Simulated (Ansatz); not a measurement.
# Run report: AlSi62 (charge +1), geometry relaxation (part 3 of 4)

AlSi62 (defect cell, 63 atoms in the cell, total charge +1); DFT PBE, scalar-relativistic, plane waves, PAW, PAW set soft_1, no spin polarisation (Ansatz 0.2.0); cutoff 420 eV, 1×1×1 k-mesh, Fermi–Dirac smearing of 0.02 eV. It belongs to a series of runs on one base structure; here: end point B relaxed.

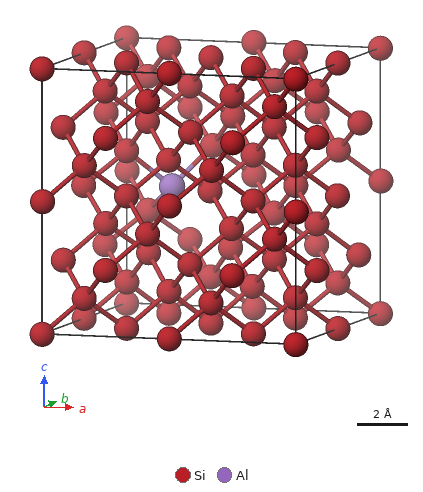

*The geometry at step 4 of the log (ball-and-stick view of the cell of the calculation, seen slightly off an axis).*

Trajectory as extended XYZ (Å, eV, eV/Å), 8 of the 10 frames kept, from step=1 to step=10:
```
63
Lattice="10.8600 0.0000 0.0000 0.0000 10.8600 0.0000 0.0000 0.0000 10.8600" Properties=species:S:1:pos:R:3:forces:R:3 step=1 energy=-39954.94932
Si    5.4300    0.0000    0.0000    0.3668  -0.0506  -0.0565
Si    6.7875    1.3575    1.3575   -0.0751   0.0233   0.0751
Si    8.1450    2.7150    0.0000    0.0670  -0.0670  -0.0670
Si    9.5025    4.0725    1.3575   -0.0233   0.0751   0.0751
Si    8.1450    0.0000    2.7150    0.0565  -0.0506  -0.3668
Si    9.5025    1.3575    4.0725   -0.0829   0.0829   0.1298
Si    0.0000    0.0000    0.0000    0.0376  -0.0376  -0.0501
Si    1.3575    1.3575    1.3575    0.0431   0.0633   0.0437
Si    2.7150    2.7150    0.0000   -0.2575  -0.0697  -0.0697
Si    4.0725    4.0725    1.3575    0.1484   0.2657   0.2657
Si    5.4300    5.4300    0.0000    0.0040  -0.0040  -0.0713
Si    6.7875    6.7875    1.3575   -0.2657  -0.1484   0.2657
Si    8.1450    8.1450    0.0000    0.0697   0.2575  -0.0697
Si    9.5025    9.5025    1.3575   -0.0633  -0.0431   0.0437
Si    2.7150    0.0000    2.7150   -0.0522  -0.0102  -0.0293
Si    4.0725    1.3575    4.0725   -0.0108   0.0286   0.0108
Si    5.4300    2.7150    2.7150    0.0040  -0.0713  -0.0040
Si    6.7875    4.0725    4.0725   -0.2657   0.2657  -0.1484
Si    8.1450    5.4300    2.7150    0.0713  -0.0040  -0.0040
Si    9.5025    6.7875    4.0725   -0.0286   0.0108   0.0108
Si    5.4300    0.0000    5.4300    0.0293  -0.0102   0.0522
Si    6.7875    1.3575    6.7875   -0.0437   0.0633  -0.0431
Si    8.1450    2.7150    5.4300    0.0697  -0.0697   0.2575
Si    9.5025    4.0725    6.7875   -0.0633   0.0437  -0.0431
Si    8.1450    0.0000    8.1450    0.0501  -0.0376  -0.0376
Si    9.5025    1.3575    9.5025   -0.0416   0.0416   0.0416
Si    0.0000    5.4300    0.0000    0.0506  -0.3668  -0.0565
Si    1.3575    6.7875    1.3575    0.1298   0.2957   0.2470
Si    2.7150    8.1450    0.0000    0.0421  -0.0421  -0.0601
Si    4.0725    9.5025    1.3575   -0.2957  -0.1298   0.2470
Si    0.0000    2.7150    2.7150    0.0506  -0.0565  -0.3668
Si    1.3575    4.0725    4.0725    0.1298   0.2470   0.2957
Si    2.7150    5.4300    2.7150    0.0539  -0.0304  -0.0304
Al    2.7150    8.1450    5.4300    0.4177  -0.4177  -0.4177
Si    5.4300    8.1450    2.7150    0.0304  -0.0539  -0.0304
Si    6.7875    9.5025    4.0725   -0.2470  -0.1298   0.2957
Si    0.0000    0.0000    5.4300    0.0996  -0.0996   0.1636
Si    1.3575    1.3575    6.7875   -0.0303   0.0382   0.0303
Si    2.7150    2.7150    5.4300    0.0421  -0.0601  -0.0421
Si    4.0725    4.0725    6.7875   -0.2957   0.2470  -0.1298
Si    5.4300    5.4300    5.4300    0.0304  -0.0304  -0.0539
Si    6.7875    6.7875    6.7875   -0.2470   0.2957  -0.1298
Si    8.1450    8.1450    5.4300    0.0601  -0.0421  -0.0421
Si    9.5025    9.5025    6.7875   -0.0382   0.0303   0.0303
Si    2.7150    0.0000    8.1450   -0.1636  -0.0996  -0.0996
Si    4.0725    1.3575    9.5025   -0.1298   0.0829   0.0829
Si    5.4300    2.7150    8.1450    0.3668  -0.0565  -0.0506
Si    6.7875    4.0725    9.5025   -0.0751   0.0751   0.0233
Si    8.1450    5.4300    8.1450    0.0565  -0.3668  -0.0506
Si    9.5025    6.7875    9.5025   -0.0829   0.1298   0.0829
Si    0.0000    8.1450    2.7150    0.0102   0.0522  -0.0293
Si    1.3575    9.5025    4.0725   -0.3201   0.3201  -0.8481
Si    0.0000    5.4300    5.4300    0.0102  -0.0293   0.0522
Si    1.3575    6.7875    6.7875   -0.3201  -0.8481   0.3201
Si    4.0725    9.5025    6.7875    0.8481   0.3201   0.3201
Si    0.0000    2.7150    8.1450    0.0376  -0.0501  -0.0376
Si    1.3575    4.0725    9.5025    0.0431   0.0437   0.0633
Si    2.7150    5.4300    8.1450   -0.0522  -0.0293  -0.0102
Si    4.0725    6.7875    9.5025   -0.0108   0.0108   0.0286
Si    5.4300    8.1450    8.1450    0.0293   0.0522  -0.0102
Si    6.7875    9.5025    9.5025   -0.0437  -0.0431   0.0633
Si    0.0000    8.1450    8.1450    0.0996   0.1636  -0.0996
Si    1.3575    9.5025    9.5025   -0.0303   0.0303   0.0382
63
Lattice="10.8600 0.0000 0.0000 0.0000 10.8600 0.0000 0.0000 0.0000 10.8600" Properties=species:S:1:pos:R:3:forces:R:3 step=2 energy=-39955.17302
Si    5.4411   -0.0090    0.0097    0.0888   0.0158  -0.0333
Si    6.7806    1.3654    1.3644   -0.0021  -0.0251   0.0021
Si    8.1460    2.7140   -0.0010    0.0049  -0.0049  -0.0049
Si    9.4946    4.0794    1.3644    0.0251   0.0021   0.0021
Si    8.1353   -0.0090    2.7039    0.0333   0.0158  -0.0888
Si    9.4984    1.3616    4.0756   -0.0299   0.0299   0.0319
Si    0.0052   -0.0052   -0.0111    0.0081  -0.0081  -0.0254
Si    1.3532    1.3683    1.3454    0.0225   0.0424   0.0059
Si    2.7179    2.7285    0.0135   -0.0858  -0.0569  -0.0569
Si    4.0759    4.1056    1.3906    0.0056   0.0386   0.0386
Si    5.4251    5.4349    0.0043    0.0079  -0.0079   0.0092
Si    6.7544    6.7841    1.3906   -0.0386  -0.0056   0.0386
Si    8.1315    8.1421    0.0135    0.0569   0.0858  -0.0569
Si    9.4917    9.5068    1.3454   -0.0424  -0.0225   0.0059
Si    2.7153    0.0244    2.6957   -0.0413  -0.0537  -0.0099
Si    4.0735    1.3610    4.0715   -0.0206   0.0034   0.0206
Si    5.4251    2.7193    2.7199    0.0079   0.0092  -0.0079
Si    6.7544    4.1056    4.0691   -0.0386   0.0386  -0.0056
Si    8.1407    5.4349    2.7199   -0.0092  -0.0079  -0.0079
Si    9.4990    6.7865    4.0715   -0.0034   0.0206   0.0206
Si    5.4493    0.0244    5.4297    0.0099  -0.0537   0.0413
Si    6.7996    1.3683    6.7918   -0.0059   0.0424  -0.0225
Si    8.1315    2.7285    5.4271    0.0569  -0.0569   0.0858
Si    9.4917    4.0604    6.7918   -0.0424   0.0059  -0.0225
Si    8.1561   -0.0052    8.1398    0.0254  -0.0081  -0.0081
Si    9.5019    1.3581    9.5031   -0.0011   0.0011   0.0011
Si    0.0090    5.4189    0.0097   -0.0158  -0.0888  -0.0333
Si    1.3682    6.8076    1.3747    0.0004   0.0220   0.0136
Si    2.7158    8.1442   -0.0079   -0.0147   0.0147   0.0147
Si    4.0524    9.4918    1.3747   -0.0220  -0.0004   0.0136
Si    0.0090    2.7247    2.7039   -0.0158  -0.0333  -0.0888
Si    1.3682    4.0897    4.0926    0.0004   0.0136   0.0220
Si    2.7235    5.4585    2.7435    0.0152   0.0517   0.0517
Al    2.7572    8.1028    5.3878    0.1992  -0.1992  -0.1992
Si    5.4015    8.1365    2.7435   -0.0517  -0.0152   0.0517
Si    6.7703    9.4918    4.0926   -0.0136  -0.0004   0.0220
Si    0.0209   -0.0209    5.4137    0.0301  -0.0301   0.0553
Si    1.3612    1.3447    6.7838    0.0087  -0.0233  -0.0087
Si    2.7158    2.7071    5.4292   -0.0147   0.0147   0.0147
Si    4.0524    4.0897    6.7768   -0.0220   0.0136  -0.0004
Si    5.4015    5.4585    5.4215   -0.0517   0.0517  -0.0152
Si    6.7703    6.8076    6.7768   -0.0136   0.0220  -0.0004
Si    8.1529    8.1442    5.4292   -0.0147   0.0147   0.0147
Si    9.5153    9.4988    6.7838    0.0233  -0.0087  -0.0087
Si    2.7313   -0.0209    8.1241   -0.0553  -0.0301  -0.0301
Si    4.0694    1.3616    9.5066   -0.0319   0.0299   0.0299
Si    5.4411    2.7247    8.1360    0.0888  -0.0333   0.0158
Si    6.7806    4.0794    9.5104   -0.0021   0.0021  -0.0251
Si    8.1353    5.4189    8.1360    0.0333  -0.0888   0.0158
Si    9.4984    6.7906    9.5066   -0.0299   0.0319   0.0299
Si   -0.0244    8.1447    2.6957    0.0537   0.0413  -0.0099
Si    1.3605    9.4995    3.9986   -0.1292   0.1292  -0.1181
Si   -0.0244    5.4107    5.4297    0.0537  -0.0099   0.0413
Si    1.3605    6.7136    6.7845   -0.1292  -0.1181   0.1292
Si    4.1464    9.4995    6.7845    0.1181   0.1292   0.1292
Si    0.0052    2.7039    8.1398    0.0081  -0.0254  -0.0081
Si    1.3532    4.0604    9.5133    0.0225   0.0059   0.0424
Si    2.7153    5.4107    8.1694   -0.0413  -0.0099  -0.0537
Si    4.0735    6.7865    9.5060   -0.0206   0.0206   0.0034
Si    5.4493    8.1447    8.1694    0.0099   0.0413  -0.0537
Si    6.7996    9.5068    9.5133   -0.0059  -0.0225   0.0424
Si    0.0209    8.1287    8.1241    0.0301   0.0553  -0.0301
Si    1.3612    9.4988    9.4897    0.0087  -0.0087  -0.0233
63
Lattice="10.8600 0.0000 0.0000 0.0000 10.8600 0.0000 0.0000 0.0000 10.8600" Properties=species:S:1:pos:R:3:forces:R:3 step=4 energy=-39955.24868
Si    5.4496   -0.0026    0.0077   -0.0449  -0.0007   0.0082
Si    6.7745    1.3749    1.3705    0.0048   0.0137  -0.0048
Si    8.1435    2.7165    0.0015   -0.0031   0.0031   0.0031
Si    9.4851    4.0855    1.3705   -0.0137  -0.0048  -0.0048
Si    8.1373   -0.0026    2.6954   -0.0082  -0.0007   0.0449
Si    9.4991    1.3609    4.0841    0.0146  -0.0146  -0.0551
Si    0.0080   -0.0080   -0.0190   -0.0045   0.0045   0.0060
Si    1.3506    1.3688    1.3443   -0.0389  -0.0172   0.0037
Si    2.7098    2.7297    0.0147    0.0287   0.0128   0.0128
Si    4.0595    4.1278    1.4128    0.0249  -0.0306  -0.0306
Si    5.4157    5.4443    0.0152    0.0004  -0.0004   0.0027
Si    6.7322    6.8005    1.4128    0.0306  -0.0249  -0.0306
Si    8.1303    8.1502    0.0147   -0.0128  -0.0287   0.0128
Si    9.4912    9.5094    1.3443    0.0172   0.0389   0.0037
Si    2.7074    0.0200    2.6980    0.0084   0.0144  -0.0041
Si    4.0664    1.3598    4.0786    0.0113   0.0029  -0.0113
Si    5.4157    2.7302    2.7293    0.0004   0.0027  -0.0004
Si    6.7322    4.1278    4.0855    0.0306  -0.0306  -0.0249
Si    8.1298    5.4443    2.7293   -0.0027  -0.0004  -0.0004
Si    9.5002    6.7936    4.0786   -0.0029  -0.0113  -0.0113
Si    5.4470    0.0200    5.4376    0.0041   0.0144  -0.0084
Si    6.8007    1.3688    6.7944   -0.0037  -0.0172   0.0389
Si    8.1303    2.7297    5.4352   -0.0128   0.0128  -0.0287
Si    9.4912    4.0593    6.7944    0.0172   0.0037   0.0389
Si    8.1640   -0.0080    8.1371   -0.0060   0.0045   0.0045
Si    9.5005    1.3595    9.5045    0.0017  -0.0017  -0.0017
Si    0.0026    5.4104    0.0077    0.0007   0.0449   0.0082
Si    1.3630    6.8089    1.3788   -0.0347  -0.0379  -0.0370
Si    2.7119    8.1481   -0.0024   -0.0005   0.0005   0.0027
Si    4.0511    9.4970    1.3788    0.0379   0.0347  -0.0370
Si    0.0026    2.7227    2.6954    0.0007   0.0082   0.0449
Si    1.3630    4.0938    4.0939   -0.0347  -0.0370  -0.0379
Si    2.7272    5.4984    2.7834   -0.0368   0.0558   0.0558
Al    2.9231    7.9369    5.2219    0.0639  -0.0639  -0.0639
Si    5.3616    8.1328    2.7834   -0.0558   0.0368   0.0558
Si    6.7662    9.4970    4.0939    0.0370   0.0347  -0.0379
Si    0.0372   -0.0372    5.4130    0.0084  -0.0084   0.0049
Si    1.3644    1.3374    6.7806   -0.0110   0.0092   0.0110
Si    2.7119    2.7126    5.4331   -0.0005   0.0027   0.0005
Si    4.0511    4.0938    6.7820    0.0379  -0.0370   0.0347
Si    5.3616    5.4984    5.4178   -0.0558   0.0558   0.0368
Si    6.7662    6.8089    6.7820    0.0370  -0.0379   0.0347
Si    8.1474    8.1481    5.4331   -0.0027   0.0005   0.0005
Si    9.5226    9.4956    6.7806   -0.0092   0.0110   0.0110
Si    2.7320   -0.0372    8.1078   -0.0049  -0.0084  -0.0084
Si    4.0609    1.3609    9.5059    0.0551  -0.0146  -0.0146
Si    5.4496    2.7227    8.1424   -0.0449   0.0082  -0.0007
Si    6.7745    4.0855    9.5199    0.0048  -0.0048   0.0137
Si    8.1373    5.4104    8.1424   -0.0082   0.0449  -0.0007
Si    9.4991    6.7991    9.5059    0.0146  -0.0551  -0.0146
Si   -0.0200    8.1526    2.6980   -0.0144  -0.0084  -0.0041
Si    1.3834    9.4766    4.0060    0.0345  -0.0345   0.0532
Si   -0.0200    5.4130    5.4376   -0.0144  -0.0041  -0.0084
Si    1.3834    6.7210    6.7616    0.0345   0.0532  -0.0345
Si    4.1390    9.4766    6.7616   -0.0532  -0.0345  -0.0345
Si    0.0080    2.6960    8.1371   -0.0045   0.0060   0.0045
Si    1.3506    4.0593    9.5138   -0.0389   0.0037  -0.0172
Si    2.7074    5.4130    8.1650    0.0084  -0.0041   0.0144
Si    4.0664    6.7936    9.5048    0.0113  -0.0113   0.0029
Si    5.4470    8.1526    8.1650    0.0041  -0.0084   0.0144
Si    6.8007    9.5094    9.5138   -0.0037   0.0389  -0.0172
Si    0.0372    8.1280    8.1078    0.0084   0.0049  -0.0084
Si    1.3644    9.4956    9.4824   -0.0110   0.0110   0.0092
63
Lattice="10.8600 0.0000 0.0000 0.0000 10.8600 0.0000 0.0000 0.0000 10.8600" Properties=species:S:1:pos:R:3:forces:R:3 step=5 energy=-39955.28693
Si    5.4489    0.0045    0.0080   -0.0307  -0.0058   0.0039
Si    6.7714    1.3827    1.3736   -0.0025   0.0163   0.0025
Si    8.1419    2.7181    0.0031   -0.0053   0.0053   0.0053
Si    9.4773    4.0886    1.3736   -0.0163   0.0025   0.0025
Si    8.1370    0.0045    2.6961   -0.0039  -0.0058   0.0307
Si    9.5052    1.3548    4.0856    0.0017  -0.0017  -0.0259
Si    0.0067   -0.0067   -0.0211   -0.0001   0.0001   0.0069
Si    1.3433    1.3694    1.3462   -0.0210  -0.0038   0.0026
Si    2.7095    2.7304    0.0154    0.0247   0.0105   0.0105
Si    4.0497    4.1396    1.4246    0.0059  -0.0098  -0.0098
Si    5.4122    5.4478    0.0238   -0.0063   0.0063   0.0112
Si    6.7204    6.8103    1.4246    0.0098  -0.0059  -0.0098
Si    8.1296    8.1505    0.0154   -0.0105  -0.0247   0.0105
Si    9.4906    9.5167    1.3462    0.0038   0.0210   0.0026
Si    2.7037    0.0200    2.7010    0.0146   0.0002   0.0030
Si    4.0659    1.3625    4.0791    0.0019  -0.0001  -0.0019
Si    5.4122    2.7388    2.7328   -0.0063   0.0112   0.0063
Si    6.7204    4.1396    4.0953    0.0098  -0.0098  -0.0059
Si    8.1212    5.4478    2.7328   -0.0112   0.0063   0.0063
Si    9.4975    6.7941    4.0791    0.0001  -0.0019  -0.0019
Si    5.4440    0.0200    5.4413   -0.0030   0.0002  -0.0146
Si    6.7988    1.3694    6.8017   -0.0026  -0.0038   0.0210
Si    8.1296    2.7304    5.4355   -0.0105   0.0105  -0.0247
Si    9.4906    4.0612    6.8017    0.0038   0.0026   0.0210
Si    8.1661   -0.0067    8.1383   -0.0069   0.0001   0.0001
Si    9.4987    1.3613    9.5063   -0.0012   0.0012   0.0012
Si   -0.0045    5.4111    0.0080    0.0058   0.0307   0.0039
Si    1.3527    6.8093    1.3750   -0.0152  -0.0236  -0.0095
Si    2.7095    8.1505   -0.0009    0.0032  -0.0032   0.0004
Si    4.0507    9.5073    1.3750    0.0236   0.0152  -0.0095
Si   -0.0045    2.7230    2.6961    0.0058   0.0039   0.0307
Si    1.3527    4.0900    4.0943   -0.0152  -0.0095  -0.0236
Si    2.7148    5.5218    2.8068   -0.0190   0.0250   0.0250
Al    3.0358    7.8242    5.1092    0.0692  -0.0692  -0.0692
Si    5.3382    8.1452    2.8068   -0.0250   0.0190   0.0250
Si    6.7700    9.5073    4.0943    0.0095   0.0152  -0.0236
Si    0.0528   -0.0528    5.4110   -0.0059   0.0059  -0.0046
Si    1.3629    1.3351    6.7821    0.0070  -0.0004  -0.0070
Si    2.7095    2.7141    5.4355    0.0032   0.0004  -0.0032
Si    4.0507    4.0900    6.7923    0.0236  -0.0095   0.0152
Si    5.3382    5.5218    5.4302   -0.0250   0.0250   0.0190
Si    6.7700    6.8093    6.7923    0.0095  -0.0236   0.0152
Si    8.1459    8.1505    5.4355   -0.0004  -0.0032  -0.0032
Si    9.5249    9.4971    6.7821    0.0004  -0.0070  -0.0070
Si    2.7340   -0.0528    8.0922    0.0046   0.0059   0.0059
Si    4.0594    1.3548    9.4998    0.0259  -0.0017  -0.0017
Si    5.4489    2.7230    8.1495   -0.0307   0.0039  -0.0058
Si    6.7714    4.0886    9.5277   -0.0025   0.0025   0.0163
Si    8.1370    5.4111    8.1495   -0.0039   0.0307  -0.0058
Si    9.5052    6.8006    9.4998    0.0017  -0.0259  -0.0017
Si   -0.0200    8.1563    2.7010   -0.0002  -0.0146   0.0030
Si    1.4128    9.4472    4.0195    0.0287  -0.0287   0.0356
Si   -0.0200    5.4160    5.4413   -0.0002   0.0030  -0.0146
Si    1.4128    6.7345    6.7322    0.0287   0.0356  -0.0287
Si    4.1255    9.4472    6.7322   -0.0356  -0.0287  -0.0287
Si    0.0067    2.6939    8.1383   -0.0001   0.0069   0.0001
Si    1.3433    4.0612    9.5144   -0.0210   0.0026  -0.0038
Si    2.7037    5.4160    8.1650    0.0146   0.0030   0.0002
Si    4.0659    6.7941    9.5075    0.0019  -0.0019  -0.0001
Si    5.4440    8.1563    8.1650   -0.0030  -0.0146   0.0002
Si    6.7988    9.5167    9.5144   -0.0026   0.0210  -0.0038
Si    0.0528    8.1260    8.0922   -0.0059  -0.0046   0.0059
Si    1.3629    9.4971    9.4801    0.0070  -0.0070  -0.0004
```
